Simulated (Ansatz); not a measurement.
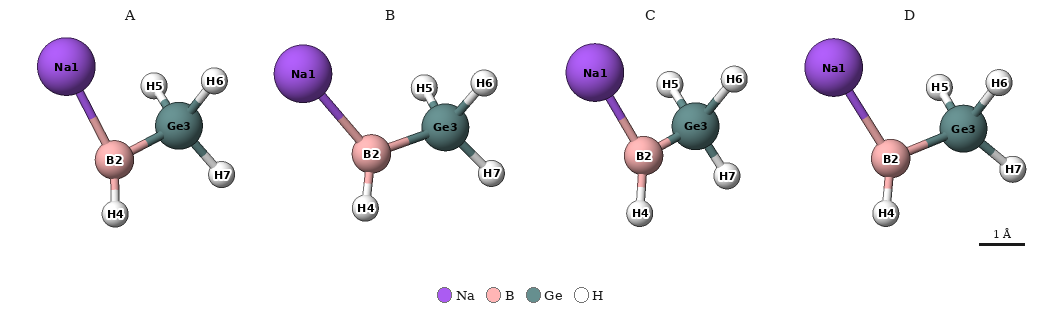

4 geometries from one relaxation of NaBGeH$_{4}$, in shuffled order. A ball-and-stick model, seen at a tilt.

It is one of the separated reactants of a reaction.

Computed with RKS PBE-D4/def2-SVP in Ansatz 0.2.0. Settings: force threshold 0.03 eV/Å; at most 250 steps.

> Order the frames from highest to lowest energy.

C, A, D, B. They are steps 0, 2, 4, 8, at +5.150 eV, +0.473 eV, +0.020 eV relative to the last. Na1 moves most after the best rigid fit: 0.84 Å. Largest moves by element: Na 0.84 Å, H 0.65 Å, B 0.32 Å, Ge 0.26 Å. Among the contacts that change: B2–Ge3 1.545 → 2.067 Å, Na1–B2 2.218 → 2.495 Å, Ge3–H7 1.362 → 1.570 Å, Ge3–H5 1.665 → 1.566 Å. Among the angles between lasting bonds that change: B2–Ge3–H7 100.8° → 122.6°, Na1–B2–Ge3 98.3° → 117.7°, Na1–B2–H4 139.9° → 125.9°. The energy falls by 5.150 eV in 8 geometry steps. Largest force component: 20 eV/Å at the start, 0.019 eV/Å at the end.
